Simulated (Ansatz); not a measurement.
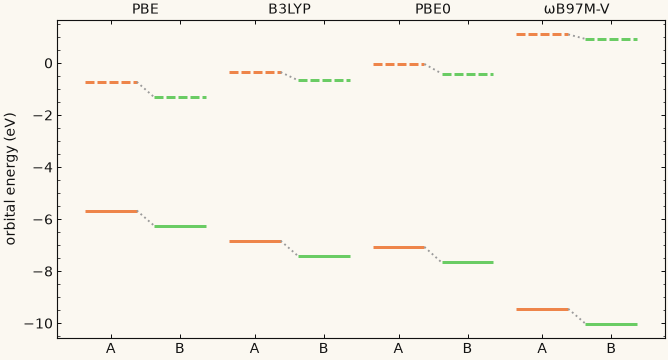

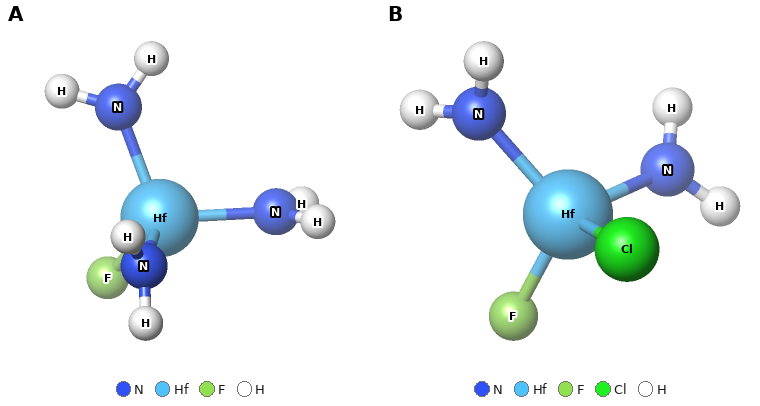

One change: A, HfN₃H₆F (SMILES [NH2][Hf]([NH2])([NH2])[F]), becomes B, HfN₂H₄ClF (SMILES [NH2][Hf]([NH2])([F])[Cl]). NH₂ on Hf is replaced by Cl. HOMO (solid) and LUMO (dashed) computed in def2-TZVPP at PBE0-D4/def2-TZVP geometries, both minima by their frequencies, gas phase, the Ansatz code 0.2.0. Empty levels above zero depend strongly on the basis.

Q: What does the change do to HOMO and LUMO?

A: PBE: the HOMO falls by 0.58 eV, the LUMO falls by 0.58 eV, and the separation goes from 4.95 to 4.94 eV. B3LYP: the HOMO falls by 0.58 eV, the LUMO falls by 0.31 eV, and the separation goes from 6.48 to 6.75 eV. PBE0: the HOMO falls by 0.60 eV, the LUMO falls by 0.37 eV, and the separation goes from 7.03 to 7.26 eV. ωB97M-V: the HOMO falls by 0.57 eV, the LUMO falls by 0.17 eV, and the separation goes from 10.55 to 10.94 eV.

Q: Do the functionals agree on the effect?

A: They agree on the direction for both levels; the HOMO shift lies between −0.60 and −0.57 eV and the LUMO shift between −0.58 and −0.17 eV, while the separations themselves differ by up to 6.0 eV between functionals.

Known limits of this run: core potentials past krypton; spin-orbit coupling is left out, and with Hf it can shift these values.
